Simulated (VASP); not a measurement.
# A VASP study of SrTlBr3 (BLYP): structure first, properties next, part 2 of 5

Aim: relax SrTlBr3, then compute properties on the relaxed cell. The cell is invented: it takes the structure of a Materials Project entry for RbSrCl3 (space group 221 there), with some of its atoms replaced by other elements, volume scaled by an estimate. It may not be a known or stable phase.

VASP 6.6.1; BLYP; plane waves and PAW (Tl_d, Sr_sv, Br); invented cell.

So far, gap on the k-mesh (eV): step 2 (rough relaxation of the start cell) 3.32. The relaxed cell has a = 6.076 Å (conventional setting).

## 3. Relaxing cell and atoms (BLYP)

Properties are meant for the cell that this level of theory prefers, so cell and atoms are relaxed first (ISIF = 3) until forces and stress are small; EDIFFG sets the threshold.

The input, INCAR:

```
SYSTEM = SrTlBr3
PREC = Accurate
ENCUT = 400
EDIFF = 1E-06
NELM = 100
ISMEAR = 0
SIGMA = 0.05
LREAL = .FALSE.
ALGO = Normal
GGA = B5
ALDAX = 1
AGGAX = 1
AGGAC = 1
ALDAC = 0
NBANDS = 28
LORBIT = 11
LWAVE = .FALSE.
LCHARG = .FALSE.
KPAR = 2
IBRION = 2
NSW = 60
ISIF = 3
EDIFFG = -0.01
```

The input, POSCAR:

```
SrTlBr3
1.0
    6.0756620906      0.0000000000      0.0000000000
    0.0000000000      6.0756620906      0.0000000000
    0.0000000000      0.0000000000      6.0756620906
Tl Sr Br
1 1 3
Direct
    0.5000000000      0.5000000000      0.5000000000
    0.0000000000      0.0000000000      0.0000000000
    0.5000000000      0.0000000000      0.0000000000
    0.0000000000      0.5000000000      0.0000000000
    0.0000000000      0.0000000000      0.5000000000
```

The input, KPOINTS:

```
Automatic mesh
0
Gamma
5 5 5
0 0 0
```

Potentials, in the order of the species: Tl_d, Sr_sv and Br (PBE family, release 64).

Started as:

```console
$ mpirun -np 2 vasp_std
```

Output:

```text
[banner, memory and clock lines left out]
running    2 mpi-ranks, on    1 nodes
 distrk:  each k-point on    1 cores,    2 groups
 distr:  one band on    1 cores,    1 groups

 POSCAR found type information on POSCAR TlSrBr
 POSCAR found :  3 types and       5 ions
 [... a notice as in an earlier step ...]

 LDA part: xc-table for (Slater(with rela. corr.)+VWN5), standard interpolation
 POSCAR, INCAR and KPOINTS ok, starting setup
 FFT: planning ... GRIDC
 FFT: planning ... GRID_SOFT
 FFT: planning ... GRID
 WAVECAR not read
 entering main loop
       N       E                     dE             d eps       ncg     rms          rms(c)
DAV:   1     0.264497579268E+03    0.26450E+03   -0.16975E+04   568   0.109E+03
DAV:   2     0.507492846509E+01   -0.25942E+03   -0.25258E+03   736   0.238E+02
DAV:   3    -0.156498818714E+02   -0.20725E+02   -0.20652E+02   664   0.660E+01
DAV:   4    -0.165115628247E+02   -0.86168E+00   -0.86108E+00   976   0.111E+01
DAV:   5    -0.165184921343E+02   -0.69293E-02   -0.69264E-02   720   0.104E+00    0.146E+01
DAV:   6    -0.155149373136E+02    0.10036E+01   -0.15910E+00   660   0.501E+00    0.950E+00
DAV:   7    -0.151983149960E+02    0.31662E+00   -0.17293E+00   656   0.453E+00    0.162E+00
DAV:   8    -0.151717771554E+02    0.26538E-01   -0.27731E-01   684   0.204E+00    0.360E-01
DAV:   9    -0.151683896550E+02    0.33875E-02   -0.12986E-02   768   0.446E-01    0.271E-01
DAV:  10    -0.151680089346E+02    0.38072E-03   -0.34411E-03   672   0.269E-01    0.798E-02
DAV:  11    -0.151679140930E+02    0.94842E-04   -0.20103E-03   644   0.207E-01    0.309E-02
DAV:  12    -0.151679486606E+02   -0.34568E-04   -0.21033E-04   748   0.590E-02    0.214E-02
DAV:  13    -0.151679539441E+02   -0.52834E-05   -0.12266E-05   716   0.159E-02    0.138E-02
DAV:  14    -0.151679556120E+02   -0.16679E-05   -0.38271E-06   564   0.105E-02    0.119E-03
DAV:  15    -0.151679556058E+02    0.62100E-08   -0.13527E-07   388   0.217E-03
   1 F= -.15167956E+02 E0= -.15167956E+02  d E =-.151680E+02
 curvature:   0.00 expect dE= 0.000E+00 dE for cont linesearch  0.000E+00
 trial: gam= 0.00000 g(F)=  0.000E+00 g(S)=  0.793E-06 ort = 0.000E+00 (trialstep = 0.100E+01)
 search vector abs. value=  0.793E-06
 reached required accuracy - stopping structural energy minimisation
```

The job ended after 35 s (2 MPI ranks of AMD EPYC 9R14 (Zen 4), shared host; peak memory 0.46 GiB; 68 s of CPU time).

Parts of OUTCAR (step 3):

```text
  LATTYP: Found a simple cubic cell.
 ALAT       =     6.0756620906

The static configuration has the point symmetry O_h .

 Found     10 irreducible k-points:

   k-points           NKPTS =     10   k-points in BZ     NKDIM =     10   number of bands    NBANDS=     28

   dimension x,y,z NGX =    40 NGY =   40 NGZ =   40
   dimension x,y,z NGXF=    80 NGYF=   80 NGZF=   80

   ENCUT  =  400.0 eV  29.40 Ry    5.42 a.u.   9.91  9.91  9.91*2*pi/ulx,y,z

   NELECT =      44.0000    total number of electrons

 E-fermi :  -0.6061

 k-point     1 :       0.0000    0.0000    0.0000
  band No.  band energies     occupation
    ...
     18      -1.2504      2.00000
     19      -1.2504      2.00000
     20      -1.1393      2.00000
     21      -1.1393      2.00000
     22      -1.1393      2.00000
     23       3.2692      0.00000
     24       3.2692      0.00000
     25       3.2692      0.00000
     26       4.4754      0.00000
     27       4.4754      0.00000
    ...

 k-point     2 :       0.2000    0.0000    0.0000
  band No.  band energies     occupation
    ...
     18      -1.3196      2.00000
     19      -1.3089      2.00000
     20      -1.2760      2.00000
     21      -1.1587      2.00000
     22      -1.1587      2.00000
     23       2.7649      0.00000
     24       3.1524      0.00000
     25       3.1524      0.00000
     26       4.5052      0.00000
     27       4.8162      0.00000
    ...

  Total       -0.0052347     -0.0052347     -0.0052347     -0.0000000      0.0000000      0.0000000
  in kB       -0.0373955     -0.0373955     -0.0373955     -0.0000000      0.0000000      0.0000000
  external PRESSURE =      -0.0373955 kB  Pullay stress =       0.0000000 kB

  energy-cutoff  :      400.00
  volume of cell :      224.27
      direct lattice vectors                 reciprocal lattice vectors
     6.075662091  0.000000000  0.000000000     0.164591115  0.000000000  0.000000000
     0.000000000  6.075662091  0.000000000     0.000000000  0.164591115  0.000000000
     0.000000000  0.000000000  6.075662091     0.000000000  0.000000000  0.164591115

 POSITION                                       TOTAL-FORCE (eV/Angst)
 -----------------------------------------------------------------------------------
      3.03783      3.03783      3.03783         0.000000      0.000000      0.000000
      0.00000      0.00000      0.00000         0.000000      0.000000      0.000000
      3.03783      0.00000      0.00000         0.000000      0.000000      0.000000
      0.00000      3.03783      0.00000         0.000000      0.000000      0.000000
      0.00000      0.00000      3.03783         0.000000      0.000000      0.000000
 -----------------------------------------------------------------------------------
    total drift:                                0.000000      0.000000     -0.000000

  FREE ENERGIE OF THE ION-ELECTRON SYSTEM (eV)
  ---------------------------------------------------
  free  energy   TOTEN  =       -15.1679556058 eV

  energy  without entropy=      -15.1679556058  energy(sigma->0) =      -15.16795561

 total charge
# of ion       s       p       d       tot
------------------------------------------
    1        1.313   0.037   9.663  11.012
    2        2.003   5.782   0.176   7.961
    3        1.627   3.291   0.002   4.920
    4        1.627   3.291   0.002   4.920
    5        1.627   3.291   0.002   4.920
--------------------------------------------------
tot          8.196  15.693   9.844  33.732

[... 2 parts as in an earlier step ...]

[... 7 further parts left out ...]
```

CONTCAR:

```
SrTlBr3
   1.00000000000000
     6.0756620905999998    0.0000000000000000    0.0000000000000000
     0.0000000000000000    6.0756620905999998    0.0000000000000000
     0.0000000000000000    0.0000000000000000    6.0756620905999998
  Tl              Sr              Br
     1     1     3
Direct
     0.5000000000000000    0.5000000000000000    0.5000000000000000
     0.0000000000000000    0.0000000000000000    0.0000000000000000
     0.5000000000000000    0.0000000000000000    0.0000000000000000
     0.0000000000000000    0.5000000000000000    0.0000000000000000
     0.0000000000000000    0.0000000000000000    0.5000000000000000
```

Little changed from the start: no atom moved by 0.005 Å and no cell edge by 0.1 %.

Numbers from this step:

| Property | Result |
| --- | --- |
| irreducible k-points | 10 |
| free energy (TOTEN) | -15.17 eV |
| Fermi energy | -0.6061 eV |
| pressure | -0.003740 GPa |
| valence top at k | 0.4, 0.4, 0.4 |
| conduction bottom at k | 0.4, 0, 0 |
| least direct gap at k | 0.4, 0, 0 |
| SCF cycles over all ionic steps | 15 |
| gap on the k-mesh | 3.119 eV |
| least direct gap on the k-mesh | 3.378 eV |

It ends with forces that vanish by symmetry and a pressure of 0.00 GPa.

## 4. Single point with fields (BLYP)

A single point on the relaxed cell gives a clean self-consistent state, with density, ELF and potential written out.

Edit INCAR of step 3 so:

```diff
@@ -17,7 +17,5 @@
 LWAVE = .FALSE.
-LCHARG = .FALSE.
-KPAR = 2
-IBRION = 2
-NSW = 60
-ISIF = 3
-EDIFFG = -0.01
+LCHARG = .TRUE.
+ISIF = 2
+LELF = .TRUE.
+LVHAR = .TRUE.
```

POSCAR is that of step 3.

KPOINTS is that of step 3.

Started as:

```console
$ mpirun -np 2 vasp_std
```

Output:

```text
[banner, memory and clock lines left out]
running    2 mpi-ranks, on    1 nodes
 distrk:  each k-point on    2 cores,    1 groups
 distr:  one band on    1 cores,    2 groups

 POSCAR found type information on POSCAR TlSrBr
 POSCAR found :  3 types and       5 ions
 [... a notice as in an earlier step ...]

 LDA part: xc-table for (Slater(with rela. corr.)+VWN5), standard interpolation
 POSCAR, INCAR and KPOINTS ok, starting setup
 FFT: planning ... GRIDC
 FFT: planning ... GRID_SOFT
 FFT: planning ... GRID
 WAVECAR not read
 entering main loop
       N       E                     dE             d eps       ncg     rms          rms(c)
DAV:   1     0.264497579269E+03    0.26450E+03   -0.16975E+04   568   0.109E+03
DAV:   2     0.507492846518E+01   -0.25942E+03   -0.25258E+03   736   0.238E+02
[... 1 cycle as in an earlier step ...]
DAV:   4    -0.165115628246E+02   -0.86168E+00   -0.86108E+00   976   0.111E+01
DAV:   5    -0.165184921345E+02   -0.69293E-02   -0.69264E-02   720   0.104E+00    0.146E+01
[... 2 cycles as in an earlier step ...]
DAV:   8    -0.151717771556E+02    0.26538E-01   -0.27731E-01   684   0.204E+00    0.360E-01
DAV:   9    -0.151683896551E+02    0.33875E-02   -0.12986E-02   768   0.446E-01    0.271E-01
[... 1 cycle as in an earlier step ...]
DAV:  11    -0.151679140931E+02    0.94841E-04   -0.20103E-03   644   0.207E-01    0.309E-02
DAV:  12    -0.151679486605E+02   -0.34567E-04   -0.21033E-04   748   0.590E-02    0.214E-02
DAV:  13    -0.151679539443E+02   -0.52838E-05   -0.12266E-05   716   0.159E-02    0.138E-02
DAV:  14    -0.151679556122E+02   -0.16679E-05   -0.38271E-06   564   0.105E-02    0.119E-03
DAV:  15    -0.151679556059E+02    0.63092E-08   -0.13527E-07   388   0.217E-03
   1 F= -.15167956E+02 E0= -.15167956E+02  d E =-.114280E-16
```

Elapsed: 28 s, on 2 MPI ranks; peak memory 0.34 GiB; 54 s of CPU time.

OUTCAR, selected parts (step 4):

```text
The static configuration has the point symmetry O_h .

 Found     10 irreducible k-points:

   NELECT =      44.0000    total number of electrons

 E-fermi :  -0.6061

 k-point     3 :       0.4000    0.0000    0.0000
  band No.  band energies     occupation
    ...
     18      -1.5031      2.00000
     19      -1.4020      2.00000
     20      -1.3163      2.00000
     21      -1.1522      2.00000
     22      -1.1522      2.00000
     23       2.2261      0.00000
     24       2.9937      0.00000
     25       2.9937      0.00000
     26       4.5561      0.00000
     27       5.4616      0.00000
    ...

  Total       -0.0052341     -0.0052341     -0.0052341      0.0000000      0.0000000      0.0000000
  in kB       -0.0373913     -0.0373913     -0.0373913      0.0000000      0.0000000      0.0000000
  external PRESSURE =      -0.0373913 kB  Pullay stress =       0.0000000 kB

 POSITION                                       TOTAL-FORCE (eV/Angst)
 -----------------------------------------------------------------------------------
      3.03783      3.03783      3.03783         0.000000      0.000000      0.000000
      0.00000      0.00000      0.00000         0.000000      0.000000      0.000000
      3.03783      0.00000      0.00000         0.000000      0.000000      0.000000
      0.00000      3.03783      0.00000         0.000000      0.000000      0.000000
      0.00000      0.00000      3.03783         0.000000      0.000000      0.000000
 -----------------------------------------------------------------------------------
    total drift:                               -0.000000      0.000000     -0.000000

  FREE ENERGIE OF THE ION-ELECTRON SYSTEM (eV)
  ---------------------------------------------------
  free  energy   TOTEN  =       -15.1679556059 eV

  energy  without entropy=      -15.1679556059  energy(sigma->0) =      -15.16795561

[... 15 parts as in an earlier step ...]
```

Numbers from this step:

```
SCF cycles : 15
pressure   : -0.003739 GPa
```

Valence electrons inside each PAW sphere by angular momentum. Sphere charges, by row:

```tsv
atom	s (e)	p (e)	d (e)	tot (e)
Tl1	1.313	0.037	9.663	11.01
Sr2	2.003	5.782	0.176	7.961
Br3	1.627	3.291	0.002	4.92
Br4	1.627	3.291	0.002	4.92
Br5	1.627	3.291	0.002	4.92
```

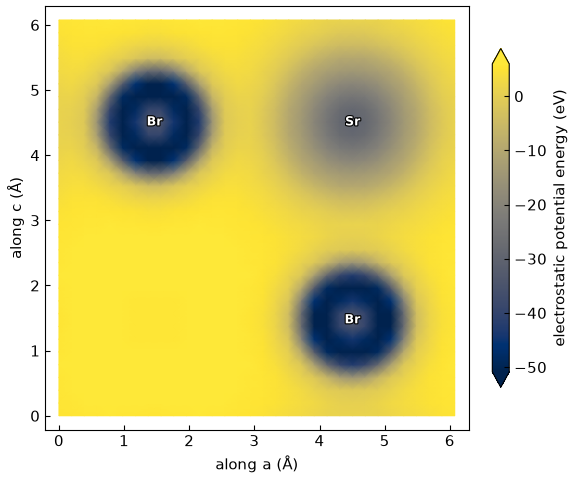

Electrostatic potential energy in the ac plane at fractional y = 0.000, with atoms of Sr and Br within 0.2 Å of it. With pseudopotentials it is smooth inside the atoms' cores, unlike the true potential. The map starts off the cell's origin, so that atoms lie inside it.

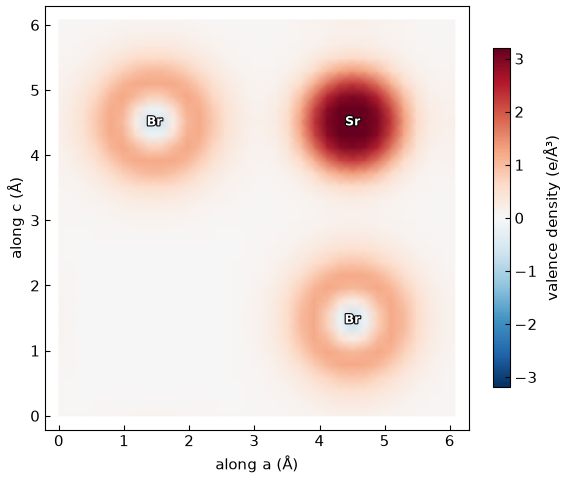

Valence density in the ac plane at fractional y = 0.000, with atoms of Sr and Br within 0.2 Å of it. It is the smooth field of the valence electrons, not physical close to the nuclei. The map starts off the cell's origin, so that atoms lie inside it.

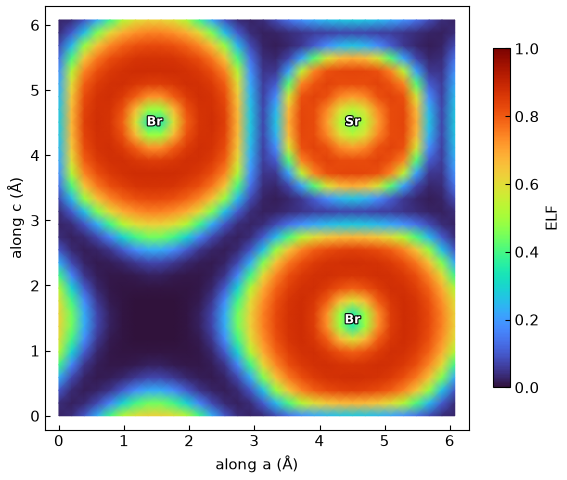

ELF in the ac plane at fractional y = 0.000, with atoms of Sr and Br within 0.2 Å of it. It is the smooth field of the valence electrons, not physical close to the nuclei. The map starts off the cell's origin, so that atoms lie inside it.

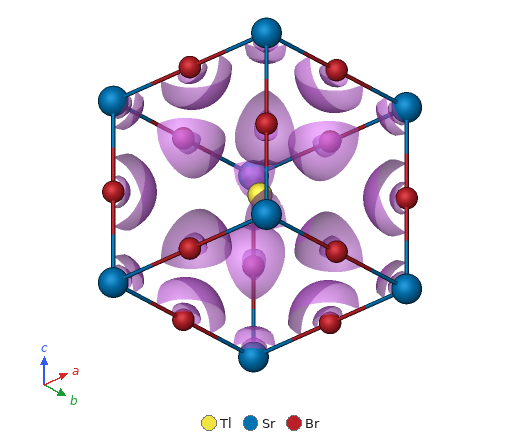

Surface of ELF = 0.8.

In this run the pressure is 0.00 GPa, small enough to go on.

## 5. Bands along the symmetry lines (BLYP)

The mesh alone shows little of the dispersion and can miss band extrema, so KPOINTS_OPT adds a path through the symmetry points after the self-consistent cycle.

Edit INCAR of step 4 so:

```diff
@@ -14,8 +14,6 @@
 ALDAC = 0
-NBANDS = 28
+NBANDS = 37
 LORBIT = 11
 LWAVE = .FALSE.
-LCHARG = .TRUE.
-ISIF = 2
-LELF = .TRUE.
-LVHAR = .TRUE.
+LCHARG = .FALSE.
+KPAR = 2
```

POSCAR is that of step 4.

KPOINTS is that of step 4.

The input, KPOINTS_OPT:

```
Line mode
16
Line-mode
Reciprocal
  0.00000000   0.00000000   0.00000000 GAMMA
  0.00000000   0.50000000   0.00000000 X

  0.00000000   0.50000000   0.00000000 X
  0.50000000   0.50000000   0.00000000 M

  0.50000000   0.50000000   0.00000000 M
  0.00000000   0.00000000   0.00000000 GAMMA

  0.00000000   0.00000000   0.00000000 GAMMA
  0.50000000   0.50000000   0.50000000 R

  0.50000000   0.50000000   0.50000000 R
  0.00000000   0.50000000   0.00000000 X

  0.50000000   0.50000000   0.00000000 M
  0.50000000   0.50000000   0.50000000 R
```

Started as:

```console
$ mpirun -np 2 vasp_std
```

Output:

```text
[... set-up lines as in an earlier step ...]
 entering main loop
       N       E                     dE             d eps       ncg     rms          rms(c)
DAV:   1     0.236111041054E+03    0.23611E+03   -0.16530E+04   748   0.823E+02
DAV:   2     0.217692106607E+01   -0.23393E+03   -0.22426E+03   972   0.193E+02
DAV:   3    -0.158719832406E+02   -0.18049E+02   -0.17945E+02   984   0.488E+01
DAV:   4    -0.165139697658E+02   -0.64199E+00   -0.64029E+00  1155   0.738E+00
DAV:   5    -0.165189137025E+02   -0.49439E-02   -0.49432E-02   907   0.682E-01    0.146E+01
DAV:   6    -0.155155147990E+02    0.10034E+01   -0.10840E+00   803   0.379E+00    0.919E+00
DAV:   7    -0.152003908400E+02    0.31512E+00   -0.12446E+00   850   0.338E+00    0.181E+00
DAV:   8    -0.151702077834E+02    0.30183E-01   -0.19350E-01   870   0.147E+00    0.420E-01
DAV:   9    -0.151679375965E+02    0.22702E-02   -0.10364E-02   954   0.350E-01    0.234E-01
DAV:  10    -0.151681428788E+02   -0.20528E-03   -0.12763E-03   888   0.166E-01    0.954E-02
DAV:  11    -0.151679241337E+02    0.21875E-03   -0.24194E-03   860   0.168E-01    0.285E-02
DAV:  12    -0.151679497745E+02   -0.25641E-04   -0.17110E-04   906   0.396E-02    0.153E-02
DAV:  13    -0.151679531936E+02   -0.34191E-05   -0.10720E-05   916   0.120E-02    0.968E-03
DAV:  14    -0.151679556181E+02   -0.24245E-05   -0.42185E-06   729   0.878E-03    0.368E-03
DAV:  15    -0.151679556383E+02   -0.20229E-07   -0.22712E-07   499   0.207E-03
   1 F= -.15167956E+02 E0= -.15167956E+02  d E =-.472310E-14
 Start KPOINTS_OPT (optional k-point list driver)
k-point batch [1-10\96]
       N       E                     dE             ncg
DAV:   1    -0.154569693070E+04   -0.35814E+04      740
DAV:   2    -0.378194152205E+04   -0.22362E+04      935
DAV:   3    -0.396712671396E+04   -0.18519E+03      990
DAV:   4    -0.397132124719E+04   -0.41945E+01     1013
DAV:   5    -0.397138212806E+04   -0.60881E-01      912
DAV:   6    -0.397138377458E+04   -0.16465E-02     1005
DAV:   7    -0.397138378630E+04   -0.11725E-04      899
DAV:   8    -0.397138378654E+04   -0.23388E-06      653
[...]
k-point batch [91-96\96]
       N       E                     dE             ncg
DAV:   1     0.254362425993E+04   -0.67922E+04      452
DAV:   2     0.120135033659E+04   -0.13423E+04      546
DAV:   3     0.110141025280E+04   -0.99940E+02      574
DAV:   4     0.109655714986E+04   -0.48531E+01      728
DAV:   5     0.109651812259E+04   -0.39027E-01      595
DAV:   6     0.109651715884E+04   -0.96375E-03      624
DAV:   7     0.109651712831E+04   -0.30535E-04      648
DAV:   8     0.109651712799E+04   -0.31551E-06      456
```

It took 2.3 min on 2 MPI ranks; peak memory 0.54 GiB; 4.6 min of CPU time.

From OUTCAR (step 5):

```text
   k-points           NKPTS =     10   k-points in BZ     NKDIM =     10   number of bands    NBANDS=     37

   NELECT =      44.0000    total number of electrons

 E-fermi :  -0.6334

 k-point     1 :       0.0000    0.0000    0.0000
  band No.  band energies     occupation
    ...
     18      -1.2504      2.00000
     19      -1.2504      2.00000
     20      -1.1392      2.00000
     21      -1.1392      2.00000
     22      -1.1392      2.00000
     23       3.2691      0.00000
     24       3.2691      0.00000
     25       3.2691      0.00000
     26       4.4754      0.00000
     27       4.4754      0.00000
    ...

  Total       -0.0072032     -0.0072032     -0.0072032      0.0000000      0.0000000     -0.0000000
  in kB       -0.0514583     -0.0514583     -0.0514583      0.0000000      0.0000000     -0.0000000
  external PRESSURE =      -0.0514583 kB  Pullay stress =       0.0000000 kB

  FREE ENERGIE OF THE ION-ELECTRON SYSTEM (eV)
  ---------------------------------------------------
  free  energy   TOTEN  =       -15.1679556383 eV

  energy  without entropy=      -15.1679556383  energy(sigma->0) =      -15.16795564

[... 9 parts as in an earlier step ...]

[... 8 further parts left out ...]
```

Spin-orbit coupling is off here; with elements this heavy it splits and shifts levels by tenths of an eV or more.

This step gave:

| Quantity | Value |
| --- | --- |
| bands | 37 |
| Fermi energy | -0.6334 eV |
| pressure | -0.005146 GPa |
| least gap on mesh and path | 2.999 eV |
| least direct gap on mesh and path | 3.298 eV |
| valence top at k | 0.5, 0.5, 0.5 |
| conduction bottom at k | 0, 0.5, 0 |
| least direct gap at k | 0, 0.5, 0 |

The electronic bands at the labelled points (eV, zero at the valence-band top; v1 is the highest filled band, c1 the lowest empty one):

```tsv
point	v4	v3	v2	v1	c1	c2	c3	c4
Γ	-0.40	-0.29	-0.29	-0.29	4.12	4.12	4.12	5.33
X	-0.55	-0.47	-0.30	-0.30	3.00	3.82	3.82	5.42
M	-0.72	-0.64	-0.64	0.00	3.53	3.59	3.59	6.40
Γ	-0.40	-0.29	-0.29	-0.29	4.12	4.12	4.12	5.33
R	-1.24	0.00	0.00	0.00	4.03	4.03	4.03	6.89
X	-0.55	-0.47	-0.30	-0.30	3.00	3.82	3.82	5.42
jump to M	-0.72	-0.64	-0.64	0.00	3.53	3.59	3.59	6.40
R	-1.24	0.00	0.00	0.00	4.03	4.03	4.03	6.89
```

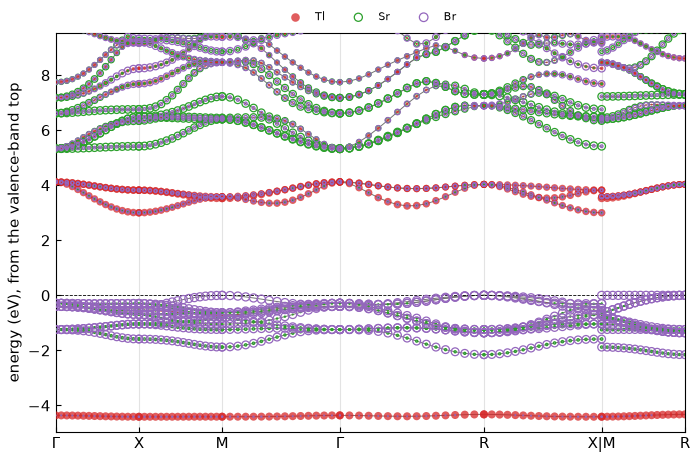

Electronic bands along the path; dots are coloured as in the legend, and their area grows with the weight.

The path lowers the gap by 0.12 eV against the mesh alone, so a band edge lies off the mesh.

[end of part 2 of 5]

[Lines on the potential files, build, host, timing and source positions are cut from VASP's logs without a mark.]

[Logs are printed without paths, hosts, clocks, repeated set-up lines and the standing remarks that a program may print on its own settings, such as how far it seeks lower states.]

[Hosts, paths, dates, database ids (printed as entryN), source tags and the programs' standing remarks are cut or masked in the printed files.]

[A measured line is paired with the nearest computed mode of its activity, which favours agreement.]

[In band tables of VASP the shares of atoms and orbitals are scaled to a sum of 1 inside the atoms' spheres.]
